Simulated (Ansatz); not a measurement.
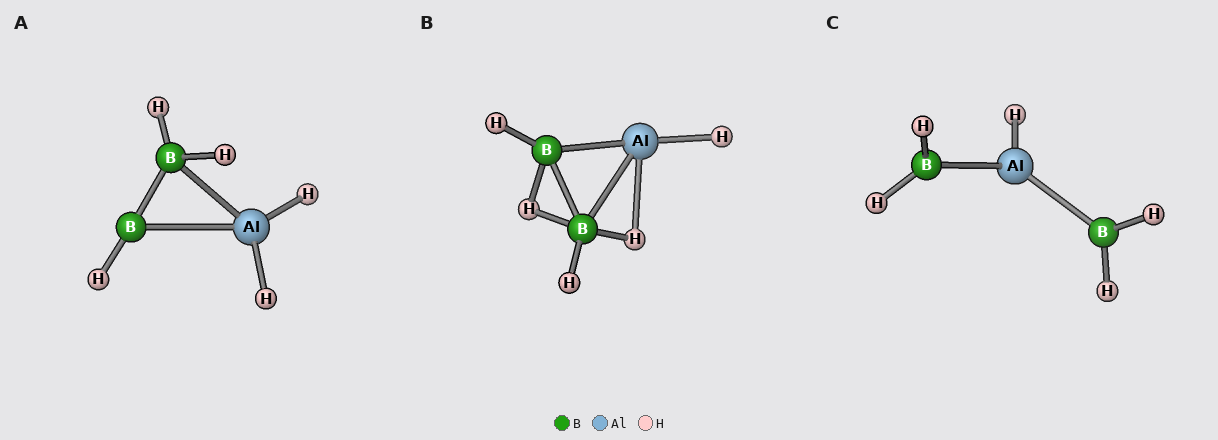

3 stationary structures of one formula. Geometries: PBE0-D4/def2-TZVP. Electronic energies: r2SCAN-D4/def2-TZVPP (Ansatz 0.2.0), without zero-point energy. No frequency run is at hand to confirm each as a minimum. Each is one conformer, not always the lowest.

**Rank them by energy, lowest first.**

B is lowest (C1); A lies 49.4 kJ/mol above it (C1), C lies 135.9 kJ/mol above it (C2v).
